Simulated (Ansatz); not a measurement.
# Work function of Be(0001): what the settings cost and change, part 2 of 2

How far do cutoff, k-mesh and smearing move the work function of Be(0001)?

Ansatz 0.2.0; plane-wave DFT, PBE, Ansatz PAW.

So far. Step 10 (Run): The work function is 5.373 eV, +0.053 eV from the run “cutoff 420 eV”, at 0.98 times its CPU time.

### 11. Slab

input.yaml reads:

```yaml
crystal:
  lattice:
    - [2.29, 0.0, 0.0]
    - [1.145, 1.9831981747, 0.0]
    - [0.0, 0.0, 28.76529]
  atoms:
    - { symbol: Be, position: [0.0, 0.0, 0.3128770821] }
    - { symbol: Be, position: [0.6666666667, 0.6666666667, 0.375251388] }
    - { symbol: Be, position: [0.0, 0.0, 0.437625694] }
    - { symbol: Be, position: [0.6666666667, 0.6666666667, 0.5] }
    - { symbol: Be, position: [0.0, 0.0, 0.562374306] }
    - { symbol: Be, position: [0.6666666667, 0.6666666667, 0.624748612] }
    - { symbol: Be, position: [0.0, 0.0, 0.6871229179] }
kpoints:
  mp_grid: { grid: [20, 20, 1] }
hamiltonian:
  xc: pbe
scf:
  occupations: { method: methfessel_paxton, width: 0.2 }
  convergence: { dr2_threshold: 1.0e-09 }
efield:
  axis: 3
  dipole_correction: true
  ramp_position: 0.97
  ramp_width: 0.06
output:
  write_potential: true
  write_density: true
  volumetric_format: npy
```

Started as:

```sh
$ ansatz run input.yaml --threads 2 --pin off --max-ram 3072MiB --backend cpu --events-out ev --progress --plain --runs-dir out
```

Numbers of over 12 decimals in the logs are rounded to 6 here.

Log:

```text
[...]
Crystal: 7 atoms, lattice volume = 130.638 Å³
Basis set: ecut = 420 eV, 2521 PW (Γ)
Bands: 14, of which v1, the nominal top of the filled ones, is band 7 counted from 1 (6 counted from 0)
Symmetry: 6 space group operations
k-points: 44 of 400 (time reversal used)
[...]
k-point 1: bands = [... 3 lower, -7.7935, -6.4289, -4.9069, -2.3372, -2.0191, 2.8937, 4.5974, 5.2307, ... 3 higher]
  k-point 2: bands = [... 3 lower, -7.5762, -6.2062, -4.6697, -2.1068, -1.7626, 3.0014, 4.7915, 5.4938, ... 3 higher]
  k-point 43: bands = [... 3 lower, -0.7155, -0.7150, 0.0336, 0.0830, 0.2402, 0.9045, 1.2416, 1.7619, ... 3 higher]
[key lines of the parts left out:]
SCF converged after 7 iterations
Free energy (F): -648.298812 eV
Fermi energy:    0.267694 eV
Dipole field:    D = 0.000001 V/Å  (p = 0.000001 e·Å, saw-weighted, corrected)
Work function:   Φ+ = 5.3447 eV   Φ− = 5.3448 eV
```

Elapsed: 15 s, on 2 threads of Arm Neoverse N1, shared host; peak memory 0.36 GiB.

The work function is 5.345 eV, +0.025 eV from the run “cutoff 420 eV”, at 0.98 times its CPU time.

### 12. Slab

Edit input.yaml of step 11 so:

```diff
@@ -18,3 +18,3 @@
 scf:
-  occupations: { method: methfessel_paxton, width: 0.2 }
+  occupations: { method: fermi_dirac, width: 0.3 }
   convergence: { dr2_threshold: 1.0e-09 }
```

Log:

```text
band count auto-derived: 16 (N_el = 14.0; filled up to band 7; 14 by the electrons, moments and atoms)
[...]
Crystal: 7 atoms, lattice volume = 130.638 Å³
Basis set: ecut = 420 eV, 2521 PW (Γ)
Bands: 16, of which v1, the nominal top of the filled ones, is band 7 counted from 1 (6 counted from 0)
Symmetry: 6 space group operations
[...]
k-point 1: bands = [... 3 lower, -7.7752, -6.4085, -4.8768, -2.3423, -2.0213, 2.9224, 4.5943, 5.2181, ... 5 higher]
  k-point 2: bands = [... 3 lower, -7.5580, -6.1860, -4.6401, -2.1113, -1.7642, 3.0302, 4.7901, 5.4813, ... 5 higher]
  k-point 43: bands = [... 3 lower, -0.6890, -0.6791, 0.0508, 0.0999, 0.2750, 0.9128, 1.2414, 1.7710, ... 5 higher]
[key lines of the parts left out:]
SCF converged after 7 iterations
Free energy (F): -648.493212 eV
Fermi energy:    0.355935 eV
Dipole field:    D = -0.000000 V/Å  (p = -0.000000 e·Å, saw-weighted, corrected)
Work function:   Φ+ = 5.2388 eV   Φ− = 5.2388 eV
```

Wall time 17 s (2 threads); peak memory 0.37 GiB.

The work function is 5.239 eV, -0.081 eV from the run “cutoff 420 eV”, at 1.1 times its CPU time.

### 13. Run

Edit input.yaml of step 12 so:

```diff
@@ -18,3 +18,3 @@
 scf:
-  occupations: { method: fermi_dirac, width: 0.3 }
+  occupations: { method: cold, width: 0.1 }
   convergence: { dr2_threshold: 1.0e-09 }
```

Log:

```text
[...]
Crystal: 7 atoms, lattice volume = 130.638 Å³
Basis set: ecut = 420 eV, 2521 PW (Γ)
Bands: 14, of which v1, the nominal top of the filled ones, is band 7 counted from 1 (6 counted from 0)
Symmetry: 6 space group operations
k-points: 44 of 400 (time reversal used)
[...]
k-point 1: bands = [... 3 lower, -7.7989, -6.4341, -4.9118, -2.3389, -2.0211, 2.8897, 4.5977, 5.2339, ... 3 higher]
  k-point 2: bands = [... 3 lower, -7.5817, -6.2115, -4.6747, -2.1085, -1.7646, 2.9974, 4.7915, 5.4969, ... 3 higher]
  k-point 43: bands = [... 3 lower, -0.7208, -0.7207, 0.0280, 0.0774, 0.2349, 0.8993, 1.2360, 1.7568, ... 3 higher]
[key lines of the parts left out:]
SCF converged after 7 iterations
Free energy (F): -648.297822 eV
Fermi energy:    0.252417 eV
Dipole field:    D = -0.000001 V/Å  (p = -0.000001 e·Å, saw-weighted, corrected)
Work function:   Φ+ = 5.3639 eV   Φ− = 5.3639 eV
```

Elapsed: 15 s, on 2 threads; peak memory 0.36 GiB; 27 s of CPU time.

The work function is 5.364 eV, +0.044 eV from the run “cutoff 420 eV”, at 1.0 times its CPU time.

### 14. Comparing the runs

Times are for 2 threads of Arm Neoverse N1, shared host. The runs compared:

| no. | setting | work function, upper face (eV) | time | memory (GiB) |
| --- | --- | --- | --- | --- |
| 1 | cutoff 200 eV | 5.320 | 7.3 s | 0.31 |
| 2 | cutoff 300 eV | 5.320 | 9.3 s | 0.31 |
| 3 | cutoff 420 eV | 5.319 | 15 s | 0.36 |
| 4 | cutoff 600 eV | 5.320 | 21 s | 0.45 |
| 5 | mesh 3x3 | 4.604 | 3.3 s | 0.28 |
| 6 | mesh 7x7 | 5.291 | 4.4 s | 0.29 |
| 7 | mesh 13x13 | 5.239 | 9.1 s | 0.31 |
| 8 | mesh 30x30 | 5.314 | 32 s | 0.45 |
| 9 | Gaussian smearing 0.05 eV | 5.373 | 15 s | 0.36 |
| 10 | methfessel_paxton smearing 0.2 eV | 5.345 | 15 s | 0.36 |
| 11 | fermi_dirac smearing 0.3 eV | 5.239 | 17 s | 0.37 |
| 12 | cold smearing 0.1 eV | 5.364 | 15 s | 0.36 |

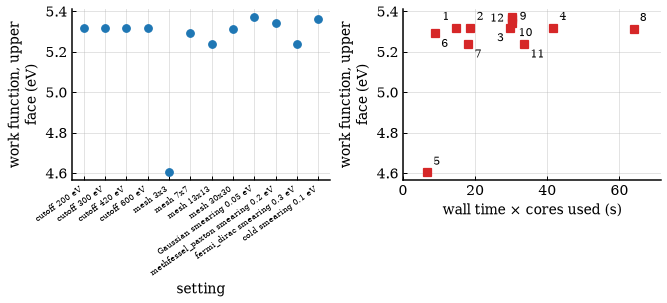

The series as plots; the last panel sets the first result against cost, with the runs numbered as in the table.

### 15. A changed input

An input spoilt on purpose, to show how the run answers: it repeats the earlier run “cutoff 200 eV” with efield.amplitude to 0 and efield.dipole_correction from true to false, and scf.max_iter set to 80; its output block differs too.

Edit input.yaml of step 13 so:

```diff
@@ -18,9 +18,13 @@
 scf:
-  occupations: { method: cold, width: 0.1 }
+  occupations: { method: fermi_dirac, width: 0.1 }
   convergence: { dr2_threshold: 1.0e-09 }
+  max_iter: 80
 efield:
   axis: 3
-  dipole_correction: true
+  dipole_correction: false
   ramp_position: 0.97
   ramp_width: 0.06
+  amplitude: 0
+basis:
+  ecutwfc: "200 eV"
 output:
```

Log:

```text
Error: invalid value for `efield.amplitude`: is zero with dipole_correction: false — the section would apply nothing; set a non-zero amplitude, enable dipole_correction, or remove the block
```

The job ended after 0.02 s (2 threads; peak memory 0.06 GiB).

The program refused the input before any cycle.

The program's message: “Error: invalid value for `efield.amplitude`: is zero with dipole_correction: false — the section would apply nothing; set a non-zero amplitude, enable dipole_correction, or remove the block”

The fault put into the input: a field block that applies nothing.

### 16. Summary of results

```yaml
work_function_cutoff_420_ev: 5.319 eV
work_function_cutoff_600_ev: 5.320 eV
work_function_mesh_3x3: 4.604 eV
work_function_gaussian_smearing_0p05_ev: 5.373 eV
```

The run at the highest cutoff gives 5.32 eV, and the settings tried spread the value from 4.60 to 5.37 eV. Against 600 eV, a cutoff of 200 eV is off by +0.000 eV. Against 600 eV, a cutoff of 420 eV is off by -0.000 eV. Against the finest mesh, 30 points along a, the coarser ones are off by -0.71 (3), -0.02 (7) and -0.08 (13) eV. The smearing schemes and widths spread it over 0.13 eV. The ladder's slabs use the tabulated experimental lattice constant (two decimals; a low-temperature value for the alkali metals).

[Logs are printed without paths, hosts, clocks, repeated set-up lines and the standing remarks that a program may print on its own settings, such as how far it seeks lower states.]

[Hosts, paths, dates, database ids (printed as entryN), source tags and the programs' standing remarks are cut or masked in the printed files.]

[Maps of the electrostatic potential energy from Ansatz leave out the sawtooth potential of an applied field or a dipole correction, so their vacuum need not be flat; planar profiles and work functions include it.]
